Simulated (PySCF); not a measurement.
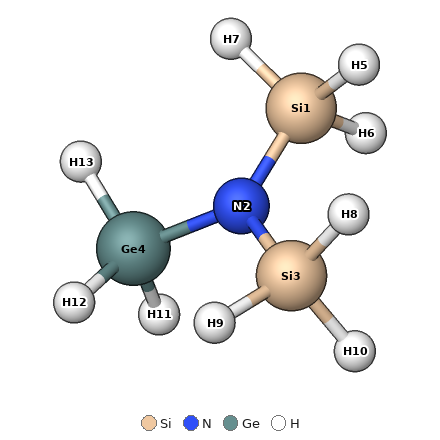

GeSi₂NH₉, SMILES [SiH3][N]([SiH3])[GeH3], singlet. Vertical core-electron binding energies by ΔSCF (HF, pcX-2 on the ionised atom, pcseg-1 elsewhere, spin-free X2C; PySCF, at a PBE0-D3(BJ)/def2-SVP geometry (no frequency check)), gas phase, against the vacuum level. One atom of each kind was ionised; within a panel, areas follow the number of like atoms and 2j + 1 (2p levels are split by first-order spin-orbit coupling, an approximation), Gaussians of 0.8 eV full width. Only the regions named are shown. Lines closer than the width merge in the curve.

Question: Predict the Si 2p photoelectron lines.

Answer:
```csv
level,atoms,binding energy (eV)
Si 2p1/2,"Si1, Si3",107.1
Si 2p3/2,"Si1, Si3",106.5
```

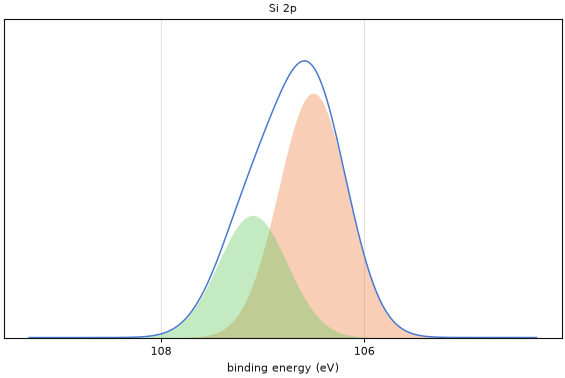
